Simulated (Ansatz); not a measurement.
# BP (triplet): one geometry, many settings at distance B1–P2 = 3.290 Å

Aim: run BP (triplet) at one geometry under a spread of methods and options, and see what each costs and gives.

Method: the settings change from run to run; program: Ansatz 0.2.0, Gaussian basis.

22 further runs of the same task are left out: 1 for a known fault of the program, 16 that didn't finish, 5 set aside as unsound or not needed. Runs told in other sessions of the task aren't counted.

### 1 What is computed

The geometry derives from a PBE0/def2-TZVP stationary point (not a proven minimum). One bond is set to the value named and the two fragments are kept rigid.

2 atoms, charge 0, spin multiplicity 3.

Atoms are counted from 1 here; the program's logs count them from 0.

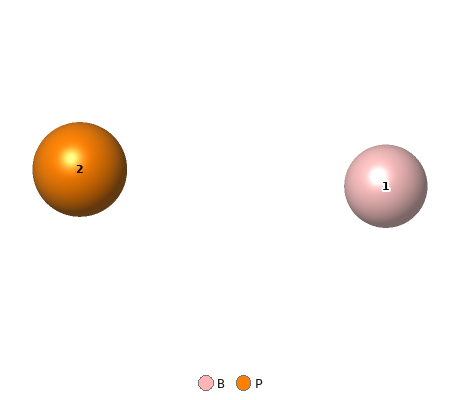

The geometry (boron pink, phosphorus orange); atoms are numbered from 1 in the order of the file.

Geometry (Å):

```
B     0.00000    0.00000    0.00000
P     0.00000    0.00000    3.29000
```

### 2 NEVPT4(SD)(8,7)/6-31G

in.yaml reads:

```yaml
crystal:
  periodic: [false, false, false]
  atoms:
    - {symbol: B, position_ang: [0.000000, 0.000000, 0.000000]}
    - {symbol: P, position_ang: [0.000000, 0.000000, 3.290000]}
basis:
  gaussian: {orbitals: 6-31G}
magnetization: {spin_polarized: false, initial_magnetization: 2}
correlation: {method: fic_nevpt4_sd, electrons: outside_noble_gas, active_space: {window: {electrons: 8, orbitals: 7}}}
```

The run is started by

```bash
$ ansatz run in.yaml --threads 1 --pin off --events-out ev --progress --plain --max-ram 2393MiB
```

Output:

```text
Functional definition: HF
  name "HF"
  cite "Fock, Z. Phys. 61, 126 (1930) doi:10.1007/BF01340294"
  parent pbe
  exchange = exact_x
  correlation = 0
266 factors; integrals over basis functions are off by at most 2.2e-4 eV
mean field evaluation 1: about -9934.1594 eV, gradient 1.2e1 eV
mean field evaluation 2: about -9934.1687 eV, gradient 1.2e1 eV
mean field evaluation 4: about -9935.4198 eV, gradient 6.6e0 eV
mean field evaluation 8: about -9936.1302 eV, gradient 7.1e-1 eV
mean field evaluation 16: about -9936.1404 eV, gradient 1.8e-6 eV
mean field evaluation 32: about -9930.2318 eV, gradient 2.4e1 eV
mean field evaluation 64: about -9935.3375 eV, gradient 2.9e-1 eV
mean field evaluation 96: about -9934.8334 eV, gradient 6.1e0 eV
mean field evaluation 128: about -9935.2222 eV, gradient 4.3e-1 eV
mean field evaluation 160: about -9935.2878 eV, gradient 2.7e-1 eV
mean field evaluation 192: about -9935.2498 eV, gradient 2.3e-1 eV
mean field evaluation 224: about -9935.6789 eV, gradient 2.6e-1 eV
mean field evaluation 256: about -9934.1594 eV, gradient 1.2e1 eV
mean field -9936.14043909 eV, -365.1464261787 hartree, gradient 1.8e-6 eV, S^2 2.000000; 16 other end points of the search recorded, 0 dependent functions left out
reference -9936.14043909 eV, -365.1464261787 hartree; 11, 9 occupied and 11, 13 virtual orbitals, 266 factors
state -9938.55257778 eV, -365.2350706406 hartree
state -9938.55257778 eV, -365.2350706406 hartree; corrected -9939.56867117 eV, -365.2724113840 hartree
Total energy: -9939.56867117 eV, -365.2724113840 hartree
```

It took 3.8 s on 1 thread of Intel Xeon at 2.80GHz, shared host.

From the report: 296 determinants; active occupations 2.00, 1.93, 1.51, 1.00, 1.00, 0.49, 0.07.

### 3 NEVPT2(2,4)/6-31G

Edit in.yaml of step 2 so:

```diff
@@ -8,2 +8,2 @@
 magnetization: {spin_polarized: false, initial_magnetization: 2}
-correlation: {method: fic_nevpt4_sd, electrons: outside_noble_gas, active_space: {window: {electrons: 8, orbitals: 7}}}
+correlation: {method: sc_nevpt2, electrons: valence, active_space: {window: {electrons: 2, orbitals: 4}}}
```

Launched as before.

Output, cut to the lines that bear on the results:

```text
Functional definition: HF
  name "HF"
  cite "Fock, Z. Phys. 61, 126 (1930) doi:10.1007/BF01340294"
  parent pbe
[...]
266 factors; integrals over basis functions are off by at most 2.2e-4 eV
[...]
mean field -9936.14043909 eV, -365.1464261787 hartree, gradient 1.8e-6 eV, S^2 2.000000; 16 other end points of the search recorded, 0 dependent functions left out
reference -9936.14043909 eV, -365.1464261787 hartree; 11, 9 occupied and 11, 13 virtual orbitals, 266 factors
state -9936.17651960 eV, -365.1477521129 hartree
state -9936.17651960 eV, -365.1477521129 hartree; corrected -9938.21623085 eV, -365.2227101189 hartree
state -9935.75232825 eV, -365.1321633685 hartree
state -9935.75232825 eV, -365.1321633685 hartree; corrected -9936.99401334 eV, -365.1777944540 hartree
state -9936.17651960 eV, -365.1477521129 hartree; corrected -9938.21623085 eV, -365.2227101189 hartree
Total energy: -9938.21623085 eV, -365.2227101189 hartree
```

Run time: 1.1 s. Hardware: 1 thread of Intel Xeon at 2.80GHz, shared host.

From the report: 8 determinants; active occupations 1.00, 1.00, 0.00, 0.00.

### 4 HF (ROHF)/6-31++G**

in.yaml reads:

```yaml
crystal:
  periodic: [false, false, false]
  atoms:
    - {symbol: B, position_ang: [0.000000, 0.000000, 0.000000]}
    - {symbol: P, position_ang: [0.000000, 0.000000, 3.290000]}
basis:
  gaussian: {orbitals: "6-31++G**"}
magnetization: {spin_polarized: false, initial_magnetization: 2}
hamiltonian: {xc: hf, pseudopotentials: {relativity: scalar}}
accuracy: high
output: {forces: true, orbitals: {seedname: orbitals}}
```

The command is unchanged.

Output, cut to the lines that bear on the results:

```text
Functional definition: HF
  name "HF"
  cite "Fock, Z. Phys. 61, 126 (1930) doi:10.1007/BF01340294"
  parent pbe
[...]
674 factors; integrals over basis functions are off by at most 4.1e-9 eV
[...]
mean field -9956.39975561 eV, -365.8909423284 hartree, gradient 3.2e-8 eV, S^2 2.000000; 4 other end points of the search recorded, 0 dependent functions left out
[...]
reference -9956.39975561 eV, -365.8909423284 hartree; 11, 9 occupied and 31, 33 virtual orbitals, 674 factors
Total energy: -9956.39975561 eV, -365.8909423284 hartree
Relativity: scalar
Atom 0 at     0.000000     0.000000     0.000000 Å, force    -0.000000     0.000000     1.938074 eV/Å
Atom 1 at     0.000000     0.000000     3.290000 Å, force     0.000000    -0.000000    -1.938074 eV/Å
Dipole moment:    -0.000000    -0.000000    -0.735690 e Å
```

It took 1.3 s on 1 thread of Intel Xeon at 2.80GHz, shared host.

### 5 MP2 on ROHF/def2-mTZVP

in.yaml reads:

```yaml
crystal:
  periodic: [false, false, false]
  atoms:
    - {symbol: B, position_ang: [0.000000, 0.000000, 0.000000]}
    - {symbol: P, position_ang: [0.000000, 0.000000, 3.290000]}
basis:
  gaussian: {orbitals: def2-mTZVP}
magnetization: {spin_polarized: false, initial_magnetization: 2}
correlation: {method: mp2, electrons: outside_noble_gas}
```

Same command.

Output, cut to the lines that bear on the results:

```text
Functional definition: HF
  name "HF"
  cite "Fock, Z. Phys. 61, 126 (1930) doi:10.1007/BF01340294"
  parent pbe
[...]
346 factors; integrals over basis functions are off by at most 5.5e-4 eV
[...]
mean field -9936.91996945 eV, -365.1750733910 hartree, gradient 1.1e-6 eV, S^2 2.000000; 17 other end points of the search recorded, 0 dependent functions left out
[...]
unrestricted determinant -9938.69286112 eV, -365.2402259582 hartree, S^2 2.8966
6 core orbitals not correlated: weight in the atoms' cores, before any rotation towards them, 1.000 or more for the frozen orbitals, at most 0.000 for the correlated occupied ones
reference -9936.91996945 eV, -365.1750733910 hartree; 5, 3 occupied and 30, 32 virtual orbitals, 346 factors
second order -3.59514820 eV of doubles, -0.08152907 eV of singles
Total energy: -9940.59664672 eV, -365.3101887886 hartree
```

Wall time 1.6 s (1 thread of Intel Xeon at 2.80GHz, shared host).

### 6 CCSDT(Q) on UHF/6-31G

in.yaml reads:

```yaml
crystal:
  periodic: [false, false, false]
  atoms:
    - {symbol: B, position_ang: [0.000000, 0.000000, 0.000000]}
    - {symbol: P, position_ang: [0.000000, 0.000000, 3.290000]}
basis:
  gaussian: {orbitals: 6-31G}
magnetization: {spin_polarized: true, initial_magnetization: 2}
correlation: {method: ccsdt_q, electrons: outside_noble_gas}
scf: {lower_state_search: off}
```

Launched as before.

Output, cut to the lines that bear on the results:

```text
Functional definition: HF
  name "HF"
  cite "Fock, Z. Phys. 61, 126 (1930) doi:10.1007/BF01340294"
  parent pbe
[...]
438 factors; integrals over basis functions are off by at most 7.9e-8 eV
[...]
mean field -9937.86766687 eV, -365.2099006287 hartree, gradient 5.8e-6 eV, S^2 2.885286; 0 other end points of the search recorded, 0 dependent functions left out
6 core orbitals not correlated: weight in the atoms' cores, before any rotation towards them, 1.000 or more for the frozen orbitals, at most 0.000 for the correlated occupied ones
reference -9937.86766687 eV, -365.2099006287 hartree; 5, 3 occupied and 11, 13 virtual orbitals, 438 factors
second order -1.01058202 eV of doubles, -0.00000000 eV of singles
cycle   1  -1.38391857 eV  change   -3.7e-1 eV  update   7.1e-2
[...]
cycle  39  -1.87573488 eV  change   -9.9e-8 eV  update   2.9e-7
perturbative correction -0.00258881 eV, -0.0000951370 hartree
Total energy: -9939.74599056 eV, -365.2789277511 hartree
Checks for a lower state left out: stability, starts, cluster_reference, orbital_swaps, neighbouring_geometries, increment
```

It took 2.1 s on 1 thread of Intel Xeon at 2.80GHz, shared host.

From the report: ⟨S²⟩ of the determinant 2.885 (pure triplet: 2.00); correlation -1.8783 eV; T1 0.064; largest double amplitude 0.34. The determinant of CCSDT(Q) (⟨S²⟩ 2.89) is far from a pure spin state, so its energy mixes those of several spin states; high orders of coupled cluster remove much of that, low ones don't.

### 7 NEVPT2(6,7)/6-31G

in.yaml reads:

```yaml
crystal:
  periodic: [false, false, false]
  atoms:
    - {symbol: B, position_ang: [0.000000, 0.000000, 0.000000]}
    - {symbol: P, position_ang: [0.000000, 0.000000, 3.290000]}
basis:
  gaussian: {orbitals: 6-31G}
magnetization: {spin_polarized: false, initial_magnetization: 2}
correlation: {method: sc_nevpt2, electrons: outside_noble_gas, active_space: {window: {electrons: 6, orbitals: 7}, states: [{multiplicity: 3, weights: [1, 1, 1, 1]}]}}
```

Same command.

Output, cut to the lines that bear on the results:

```text
Functional definition: HF
  name "HF"
  cite "Fock, Z. Phys. 61, 126 (1930) doi:10.1007/BF01340294"
  parent pbe
[...]
438 factors; integrals over basis functions are off by at most 7.9e-8 eV
[...]
mean field -9936.14045260 eV, -365.1464266751 hartree, gradient 1.9e-6 eV, S^2 2.000000; 16 other end points of the search recorded, 0 dependent functions left out
reference -9936.14045260 eV, -365.1464266751 hartree; 11, 9 occupied and 11, 13 virtual orbitals, 438 factors
state -9938.91859898 eV, -365.2485216714 hartree
state -9938.65257069 eV, -365.2387453123 hartree
state -9938.64941415 eV, -365.2386293114 hartree
state -9936.98696542 eV, -365.1775354474 hartree
state -9938.91859898 eV, -365.2485216714 hartree; corrected -9939.46446708 eV, -365.2685819543 hartree
state -9938.65257069 eV, -365.2387453123 hartree; corrected -9939.16110362 eV, -365.2574335528 hartree
state -9938.64941415 eV, -365.2386293114 hartree; corrected -9939.16001961 eV, -365.2573937159 hartree
state -9936.98696542 eV, -365.1775354474 hartree; corrected -9937.61493121 eV, -365.2006127648 hartree
Total energy: -9938.85013038 eV, -365.2460054969 hartree
```

Run time: 3.2 s. Hardware: 1 thread of Intel Xeon at 2.80GHz, shared host.

From the report: 617 determinants; active occupations (of the averaged states) 1.89, 1.13, 1.02, 1.00, 0.35, 0.32, 0.30.

### 8 CCSDT(Q)/STO-3G

in.yaml reads:

```yaml
crystal:
  periodic: [false, false, false]
  atoms:
    - {symbol: B, position_ang: [0.000000, 0.000000, 0.000000]}
    - {symbol: P, position_ang: [0.000000, 0.000000, 3.290000]}
basis:
  gaussian: {orbitals: STO-3G}
magnetization: {spin_polarized: true, initial_magnetization: 2}
hamiltonian: {xc: {name: B3LYP}, pseudopotentials: {relativity: scalar}}
correlation: {method: ccsdt_q, electrons: outside_noble_gas}
scf: {lower_state_search: off}
```

Same command.

Output:

```text
Functional definition: B3LYP
  name "B3LYP"
  cite "Stephens, Devlin, Chabalowski & Frisch, J. Phys. Chem. 98, 11623 (1994) doi:10.1021/j100096a001"
  cite "Becke, Phys. Rev. A 38, 3098 (1988) doi:10.1103/PhysRevA.38.3098"
  cite "Lee, Yang & Parr, Phys. Rev. B 37, 785 (1988) doi:10.1103/PhysRevB.37.785"
  cite "Vosko, Wilk & Nusair, Can. J. Phys. 58, 1200 (1980) doi:10.1139/p80-159"
  parameter a0 = 0.2
  parameter ax = 0.72
  parameter ac = 0.81
  exchange = (1 - a0 - ax)*slater_x + ax*b88_x + a0*exact_x
  correlation = (1 - ac)*vwn_rpa_c + ac*lyp_c
these checks for a lower state are left out or cut short: stability, starts, cluster_reference, orbital_swaps, neighbouring_geometries, increment
206 factors; integrals over basis functions are off by at most 2.7e-8 eV
mean field evaluation 1: about -9853.7738 eV, gradient 1.2e1 eV
mean field evaluation 2: about -9853.7709 eV, gradient 1.2e1 eV
mean field evaluation 4: about -9782.9057 eV, gradient 4.1e1 eV
mean field evaluation 8: about -9858.2908 eV, gradient 3.5e-1 eV
mean field -9858.29711587 eV, -362.2857368143 hartree, gradient 7.5e-7 eV, S^2 2.814174; 0 other end points of the search recorded, 0 dependent functions left out
6 core orbitals not correlated: weight in the atoms' cores, before any rotation towards them, 1.000 or more for the frozen orbitals, at most 0.000 for the correlated occupied ones
reference -9840.76260452 eV, -361.6413554076 hartree; 5, 3 occupied and 3, 5 virtual orbitals, 206 factors
second order -0.56571213 eV of doubles, -0.20971612 eV of singles
cycle   1  -1.12337449 eV  change   -3.4e-1 eV  update   7.2e-2
cycle   2  -1.42939326 eV  change   -3.1e-1 eV  update   3.6e-2
cycle   3  -1.44758841 eV  change   -1.8e-2 eV  update   7.1e-3
cycle   4  -1.45394810 eV  change   -6.4e-3 eV  update   4.7e-3
cycle   5  -1.45587591 eV  change   -1.9e-3 eV  update   4.0e-3
cycle   6  -1.45876332 eV  change   -2.9e-3 eV  update   4.0e-3
cycle   7  -1.46029236 eV  change   -1.5e-3 eV  update   3.6e-3
cycle   8  -1.46510928 eV  change   -4.8e-3 eV  update   3.3e-3
cycle   9  -1.46746800 eV  change   -2.4e-3 eV  update   3.2e-3
cycle  10  -1.47520897 eV  change   -7.7e-3 eV  update   3.2e-3
cycle  11  -1.48476484 eV  change   -9.6e-3 eV  update   6.2e-3
cycle  12  -1.50435526 eV  change   -2.0e-2 eV  update   1.2e-2
cycle  13  -1.50341258 eV  change    9.4e-4 eV  update   5.5e-3
cycle  14  -1.50908024 eV  change   -5.7e-3 eV  update   6.7e-3
cycle  15  -1.51158043 eV  change   -2.5e-3 eV  update   3.4e-3
cycle  16  -1.51160187 eV  change   -2.1e-5 eV  update   7.6e-4
cycle  17  -1.51206445 eV  change   -4.6e-4 eV  update   3.7e-4
cycle  18  -1.51184680 eV  change    2.2e-4 eV  update   2.3e-4
cycle  19  -1.51168112 eV  change    1.7e-4 eV  update   1.4e-4
cycle  20  -1.51196967 eV  change   -2.9e-4 eV  update   1.9e-4
cycle  21  -1.51194344 eV  change    2.6e-5 eV  update   1.2e-4
cycle  22  -1.51192374 eV  change    2.0e-5 eV  update   7.9e-5
cycle  23  -1.51193276 eV  change   -9.0e-6 eV  update   3.0e-5
cycle  24  -1.51194423 eV  change   -1.1e-5 eV  update   4.5e-5
cycle  25  -1.51197036 eV  change   -2.6e-5 eV  update   1.8e-5
cycle  26  -1.51197224 eV  change   -1.9e-6 eV  update   3.1e-5
cycle  27  -1.51197883 eV  change   -6.6e-6 eV  update   5.8e-6
cycle  28  -1.51198368 eV  change   -4.9e-6 eV  update   7.3e-6
cycle  29  -1.51198499 eV  change   -1.3e-6 eV  update   8.1e-6
cycle  30  -1.51198742 eV  change   -2.4e-6 eV  update   5.3e-6
cycle  31  -1.51198850 eV  change   -1.1e-6 eV  update   4.8e-6
cycle  32  -1.51198799 eV  change    5.0e-7 eV  update   9.8e-7
cycle  33  -1.51198746 eV  change    5.3e-7 eV  update   1.1e-6
cycle  34  -1.51198741 eV  change    5.7e-8 eV  update   1.5e-6
cycle  35  -1.51198724 eV  change    1.7e-7 eV  update   2.5e-6
cycle  36  -1.51198719 eV  change    4.4e-8 eV  update   5.6e-7
cycle  37  -1.51198728 eV  change   -9.2e-8 eV  update   6.7e-7
cycle  38  -1.51198749 eV  change   -2.1e-7 eV  update   5.9e-7
cycle  39  -1.51198778 eV  change   -2.9e-7 eV  update   3.3e-7
cycle  40  -1.51198788 eV  change   -9.5e-8 eV  update   2.7e-7
cycle  41  -1.51198748 eV  change    4.0e-7 eV  update   3.4e-7
cycle   1  -1.51198679 eV  update   5.6e-7
cycle   2  -1.51198652 eV  change    2.7e-7 eV  update   5.0e-7
cycle   3  -1.51198636 eV  change    1.5e-7 eV  update   5.0e-7
cycle   4  -1.51198569 eV  change    6.7e-7 eV  update   4.5e-7
cycle   5  -1.51198534 eV  change    3.6e-7 eV  update   4.9e-7
cycle   6  -1.51198510 eV  change    2.3e-7 eV  update   6.6e-7
cycle   7  -1.51198486 eV  change    2.5e-7 eV  update   3.7e-7
cycle   8  -1.51198421 eV  change    6.5e-7 eV  update   4.2e-7
cycle   9  -1.51198319 eV  change    1.0e-6 eV  update   5.1e-7
cycle  10  -1.51198260 eV  change    5.8e-7 eV  update   8.1e-7
cycle  11  -1.51198212 eV  change    4.8e-7 eV  update   7.0e-7
cycle  12  -1.51198191 eV  change    2.1e-7 eV  update   2.9e-7
perturbative correction 0.00022468 eV, 0.0000082569 hartree
Total energy: -9842.27436175 eV, -361.6969114612 hartree
Relativity: scalar
Checks for a lower state left out: stability, starts, cluster_reference, orbital_swaps, neighbouring_geometries, increment
```

Run time: 1.9 s. Hardware: 1 thread of Intel Xeon at 2.80GHz, shared host.

From the report: ⟨S²⟩ of the determinant 2.814 (pure triplet: 2.00); correlation -1.5118 eV; T1 0.015; largest double amplitude 0.36. The determinant of CCSDT(Q) (⟨S²⟩ 2.81) is far from a pure spin state, so its energy mixes those of several spin states; high orders of coupled cluster remove much of that, low ones don't. The orbitals are Kohn-Sham ones, so correlation energy and T1 don't compare with those on Hartree-Fock orbitals.

### 9 CASCI(4,8)/6-31G

in.yaml reads:

```yaml
crystal:
  periodic: [false, false, false]
  atoms:
    - {symbol: B, position_ang: [0.000000, 0.000000, 0.000000]}
    - {symbol: P, position_ang: [0.000000, 0.000000, 3.290000]}
basis:
  gaussian: {orbitals: 6-31G}
magnetization: {spin_polarized: false, initial_magnetization: 2}
correlation: {active_space: {window: {electrons: 4, orbitals: 8}, fixed_orbitals: true, states: [{multiplicity: 3, weights: [1, 1, 1]}, {multiplicity: 5, weights: [1]}], root: 0}}
```

The command is unchanged.

Output, cut to the lines that bear on the results:

```text
Functional definition: HF
  name "HF"
  cite "Fock, Z. Phys. 61, 126 (1930) doi:10.1007/BF01340294"
  parent pbe
[...]
438 factors; integrals over basis functions are off by at most 7.9e-8 eV
[...]
mean field -9936.14045260 eV, -365.1464266751 hartree, gradient 1.9e-6 eV, S^2 2.000000; 16 other end points of the search recorded, 0 dependent functions left out
reference -9936.14045260 eV, -365.1464266751 hartree; 11, 9 occupied and 11, 13 virtual orbitals, 438 factors
state -9937.72898837 eV, -365.2048042881 hartree
state -9937.25692513 eV, -365.1874562838 hartree
state -9937.24760716 eV, -365.1871138549 hartree
state -9937.29085602 eV, -365.1887032210 hartree
WARN: the results are in doubt because the space or a class takes a part of the degenerate orbitals at 13.4993 eV
Total energy: -9937.72898837 eV, -365.2048042881 hartree
In doubt: the space or a class takes a part of the degenerate orbitals at 13.4993 eV
```

It took 0.78 s on 1 thread of Intel Xeon at 2.80GHz, shared host.

From the report: 192 determinants; active occupations (of the averaged states) 1.08, 1.01, 1.01, 0.49, 0.24, 0.17, 0.00, 0.00. Mind the lines of doubt at the end of the log.

### 10 CASSCF(4,5)/6-31G

in.yaml reads:

```yaml
crystal:
  periodic: [false, false, false]
  atoms:
    - {symbol: B, position_ang: [0.000000, 0.000000, 0.000000]}
    - {symbol: P, position_ang: [0.000000, 0.000000, 3.290000]}
basis:
  gaussian: {orbitals: 6-31G}
magnetization: {spin_polarized: false, initial_magnetization: 2}
correlation: {active_space: {window: {electrons: 4, orbitals: 5}}}
output: {forces: true}
```

Same command.

Output, cut to the lines that bear on the results:

```text
Functional definition: HF
  name "HF"
  cite "Fock, Z. Phys. 61, 126 (1930) doi:10.1007/BF01340294"
  parent pbe
[...]
266 factors; integrals over basis functions are off by at most 2.2e-4 eV
[...]
mean field -9936.14043909 eV, -365.1464261787 hartree, gradient 1.8e-6 eV, S^2 2.000000; 16 other end points of the search recorded, 0 dependent functions left out
reference -9936.14043909 eV, -365.1464261787 hartree; 11, 9 occupied and 11, 13 virtual orbitals, 266 factors
state -9938.02356117 eV, -365.2156296389 hartree
[...]
Total energy: -9938.02356117 eV, -365.2156296389 hartree
Atom 0 at     0.000000     0.000000     0.000000 Å, force     0.000000    -0.000000     0.415480 eV/Å
Atom 1 at     0.000000     0.000000     3.290000 Å, force    -0.000000     0.000000    -0.415480 eV/Å
Dipole moment:    -0.000000     0.000000    -0.193303 e Å
```

Wall time 1.8 s (1 thread of Intel Xeon at 2.80GHz, shared host).

From the report: 100 determinants; active occupations 1.50, 1.00, 1.00, 0.50, 0.00.

### 11 The runs in one table

Where basis and cores are those of an earlier FCI/6-31G run (-9939.7455 eV), and the records show the same count of frozen orbitals and kind of state, the miss against it is given; a blank cell means that this couldn't be shown. † marks a result that the program doubts.

| level | correlated | functions | energy (eV) | from FCI (meV) | time |
| --- | --- | --- | --- | --- | --- |
| NEVPT4(SD)(8,7)/6-31G | outside noble gas | 22 | -9939.5687 | 176.8 | 3.8 s |
| NEVPT2(2,4)/6-31G | valence | 22 | -9938.2162 |  | 1.1 s |
| HF (ROHF)/6-31++G** (relativity set) |  | 42 | -9956.3998 |  | 1.3 s |
| MP2 on ROHF/def2-mTZVP | outside noble gas | 41 | -9940.5966 |  | 1.6 s |
| CCSDT(Q) on UHF/6-31G | outside noble gas | 22 | -9939.7460 | -0.5 | 2.1 s |
| NEVPT2(6,7)/6-31G (mean of several states) | outside noble gas | 22 | -9938.8501 |  | 3.2 s |
| CCSDT(Q)/STO-3G (on B3LYP orbitals, relativity set) | outside noble gas | 14 | -9842.2744 |  | 1.9 s |
| CASCI(4,8)/6-31G (lowest root of an average) † |  | 22 | -9937.7290 |  | 0.78 s |
| CASSCF(4,5)/6-31G |  | 22 | -9938.0236 | 1721.9 | 1.8 s |

### 12 What came out

```
quantity                                                   value
    runs                                                       9
quickest  CASCI(4,8)/6-31G (lowest root of an average) †, 0.78 s
 slowest                            NEVPT4(SD)(8,7)/6-31G, 3.8 s
```

In words: Total energies in different bases, with other cores or another treatment of relativity can't be set against each other. NEVPT4(SD)(8,7)/6-31G took 5 times as long as CASCI(4,8)/6-31G (lowest root of an average) †; the jobs differ in more than the method. Among the correlated runs with a miss given, it spans -1 to +177 meV. Hartree-Fock, CASSCF and CASCI lack dynamic correlation by design.
